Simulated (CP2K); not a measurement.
# GFN1-xTB run of Si2H4OF2 (SMILES O[SiH](F)[SiH2]F)

What is the energy change on altering one bond length of Si2H4OF2 at GFN1-xTB? 

Program for the calculation: CP2K 2026.2.

### Step 1. The molecule

Si2H4OF2: 9 atoms, total charge 0, spin state singlet. SMILES: `O[SiH](F)[SiH2]F`. The coordinates come from a PBE0-D4/def2-TZVP relaxation. This is one conformer, not always the lowest.

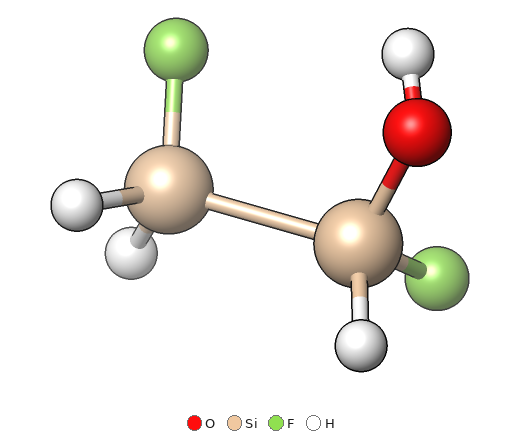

Viewed from a chosen angle; oxygen red, silicon light orange, fluorine green, hydrogen white.

### Step 2. A single-point energy at GFN1-xTB

molecule.pdb

```
HETATM    1 O    MOL A   1       0.844   1.767  -0.485  1.00  0.00           O
HETATM    2 Si   MOL A   1       0.969   0.138  -0.453  1.00  0.00          SI
HETATM    3 F    MOL A   1       0.987  -0.460  -1.938  1.00  0.00           F
HETATM    4 Si   MOL A   1      -0.894  -0.772   0.668  1.00  0.00          SI
HETATM    5 F    MOL A   1      -2.134   0.203   0.334  1.00  0.00           F
HETATM    6 H    MOL A   1      -0.014   2.155  -0.665  1.00  0.00           H
HETATM    7 H    MOL A   1       2.285  -0.164   0.154  1.00  0.00           H
HETATM    8 H    MOL A   1      -1.253  -2.144   0.227  1.00  0.00           H
HETATM    9 H    MOL A   1      -0.702  -0.768   2.142  1.00  0.00           H
END
```

qs.inp

```
&FORCE_EVAL
  METHOD QUICKSTEP
  &DFT
    &QS
      METHOD XTB
      EPS_DEFAULT 1.0E-10
      &XTB
        GFN_TYPE TBLITE
        &TBLITE
          METHOD GFN1
        &END
        CHECK_ATOMIC_CHARGES F
      &END
    &END
    &POISSON
      PERIODIC NONE
      POISSON_SOLVER ANALYTIC
    &END
    &SCF
      SCF_GUESS ATOMIC
      EPS_SCF 1.0E-07
      MAX_SCF 150
      ADDED_MOS 8
      &DIAGONALIZATION
        ALGORITHM STANDARD
      &END
      &MIXING
        METHOD DIRECT_P_MIXING
        ALPHA 0.4
      &END
      &SMEAR ON
        METHOD FERMI_DIRAC
        ELECTRONIC_TEMPERATURE [K] 300
      &END
    &END
    &PRINT
      &MOMENTS
        PERIODIC F
        REFERENCE COM
        MAX_MOMENT 1
      &END
      &MO ON
        ENERGIES T
        OCCUPATION_NUMBERS T
        NDIGITS 6
        &EACH
          QS_SCF 0
        &END
        ADD_LAST NUMERIC
      &END
      &HIRSHFELD OFF
      &END
    &END
  &END
  &SUBSYS
    &CELL
      ABC 16.4 16.3 16.1
      PERIODIC NONE
    &END
    &TOPOLOGY
      COORD_FILE_NAME molecule.pdb
      COORD_FILE_FORMAT PDB
      CONN_FILE_FORMAT OFF
      &CENTER_COORDINATES
      &END
    &END
  &END
&END
&GLOBAL
  PROJECT qs
  RUN_TYPE ENERGY
  PRINT_LEVEL MEDIUM
&END
```

Started as:

```
$ OMP_NUM_THREADS=1 cp2k.psmp -i qs.inp -o qs.out
```

Log:

```text
CP2K| version string:                                       CP2K version 2026.2
[...]
 GLOBAL| Method name                                                        CP2K
[...]
 GLOBAL| Run type                                                         ENERGY
[...]
                             - Atoms:                                          9
[...]
                             - Spherical basis functions:                     38
[...]
 Number of electrons:                                                         32
[...]
  *** SCF run converged in    17 steps ***
[...]
  Fermi energy:                                                -0.26667336480881
[...]
 TB_DIPOLE| Moment [Debye]         -0.15711412      -0.13314394       1.18577364
 TB_DIPOLE| Derivative [a.u.]       0.00000000       0.00000000       0.00000000
[...]
 ENERGY| Total FORCE_EVAL ( QS ) energy [hartree]            -21.089635028488470
[...]
```

It took 0.22 s on 1 thread of Arm Neoverse V2, shared host.

### Step 3. The distorted shape at the same level

molecule.pdb

```
HETATM    1 O    MOL A   1       0.647   1.812  -0.576  1.00  0.00           O
HETATM    2 Si   MOL A   1       0.772   0.183  -0.544  1.00  0.00          SI
HETATM    3 F    MOL A   1       0.789  -0.414  -2.030  1.00  0.00           F
HETATM    4 Si   MOL A   1      -1.091  -0.727   0.577  1.00  0.00          SI
HETATM    5 F    MOL A   1      -2.331   0.248   0.243  1.00  0.00           F
HETATM    6 H    MOL A   1      -0.211   2.200  -0.756  1.00  0.00           H
HETATM    7 H    MOL A   1       2.285  -0.164   0.154  1.00  0.00           H
HETATM    8 H    MOL A   1      -1.450  -2.099   0.136  1.00  0.00           H
HETATM    9 H    MOL A   1      -0.899  -0.723   2.051  1.00  0.00           H
END
```

run.inp

```
&GLOBAL
  PROJECT_NAME run
  RUN_TYPE ENERGY
  PRINT_LEVEL MEDIUM
&END GLOBAL

&FORCE_EVAL
  METHOD QS
  &DFT
    &QS
      METHOD XTB
      EPS_DEFAULT 1.0E-10
      &XTB
        GFN_TYPE TBLITE
        &TBLITE
          METHOD GFN1
        &END TBLITE
        CHECK_ATOMIC_CHARGES F
      &END XTB
    &END QS
    &POISSON
      PERIODIC NONE
      POISSON_SOLVER ANALYTIC
    &END POISSON
    &SCF
      SCF_GUESS ATOMIC
      EPS_SCF 1.0E-07
      MAX_SCF 150
      ADDED_MOS 8
      &DIAGONALIZATION
        ALGORITHM STANDARD
      &END DIAGONALIZATION
      &MIXING
        METHOD DIRECT_P_MIXING
        ALPHA 0.4
      &END MIXING
      &SMEAR ON
        METHOD FERMI_DIRAC
        ELECTRONIC_TEMPERATURE [K] 300
      &END SMEAR
    &END SCF
    &PRINT
      &MOMENTS
        PERIODIC F
        REFERENCE COM
        MAX_MOMENT 1
      &END MOMENTS
      &MO ON
        ENERGIES T
        OCCUPATION_NUMBERS T
        NDIGITS 6
        &EACH
          QS_SCF 0
        &END EACH
        ADD_LAST NUMERIC
      &END MO
      &HIRSHFELD OFF
      &END HIRSHFELD
    &END PRINT
  &END DFT
  &SUBSYS
    &CELL
      ABC 16.6 16.3 16.1
      PERIODIC NONE
    &END CELL
    &TOPOLOGY
      COORD_FILE_NAME molecule.pdb
      COORD_FILE_FORMAT PDB
      CONN_FILE_FORMAT OFF
      &CENTER_COORDINATES
      &END CENTER_COORDINATES
    &END TOPOLOGY
  &END SUBSYS
&END FORCE_EVAL
```

Started as:

```
$ OMP_NUM_THREADS=1 cp2k.psmp -i run.inp > run.out 2>&1
```

Log:

```text
CP2K| version string:                                       CP2K version 2026.2
[...]
 GLOBAL| Method name                                                        CP2K
[...]
 GLOBAL| Run type                                                         ENERGY
[...]
                             - Atoms:                                          9
[...]
                             - Spherical basis functions:                     38
[...]
 Number of electrons:                                                         32
[...]
  *** SCF run converged in    17 steps ***
[...]
  Fermi energy:                                                -0.26791024930714
[...]
 TB_DIPOLE| Moment [Debye]         -0.49634164      -0.12470449       1.11764070
 TB_DIPOLE| Derivative [a.u.]       0.00000000       0.00000000       0.00000000
[...]
 ENERGY| Total FORCE_EVAL ( QS ) energy [hartree]            -21.076411384996405
[...]
```

Wall time 0.24 s (1 thread of Arm Neoverse V2, shared host).

### Step 4. Summary of results

Level: GFN1-xTB.

```
                                                          quantity         value
                                         first shape: total energy  -21.08964 Eh
            first shape: dipole moment (from atomic charges alone)        1.20 D
                                          first shape: HOMO energy     -11.01 eV
                                          first shape: LUMO energy      -6.38 eV
                                        first shape: HOMO–LUMO gap       4.63 eV
                                    first shape: dispersion energy  -7.11 kJ/mol
                                     distorted shape: total energy  -21.07641 Eh
        distorted shape: dipole moment (from atomic charges alone)        1.23 D
                                      distorted shape: HOMO energy     -11.00 eV
                                      distorted shape: LUMO energy      -6.41 eV
                                    distorted shape: HOMO–LUMO gap       4.58 eV
                                distorted shape: dispersion energy  -7.16 kJ/mol
energy change with the Si2–H7 bond stretched from 1.480 to 1.702 Å      0.360 eV
```

**Reading.** With the Si2–H7 bond stretched from 1.480 to 1.702 Å the energy rises by 0.36 eV (34.7 kJ/mol). The first shape isn't relaxed at this level, so the change isn't measured from a minimum. The dipole (first shape) comes from point charges on the atoms alone, without atomic dipoles, so it is partial. The dipole (distorted shape) comes from point charges on the atoms alone, without atomic dipoles, so it is partial.
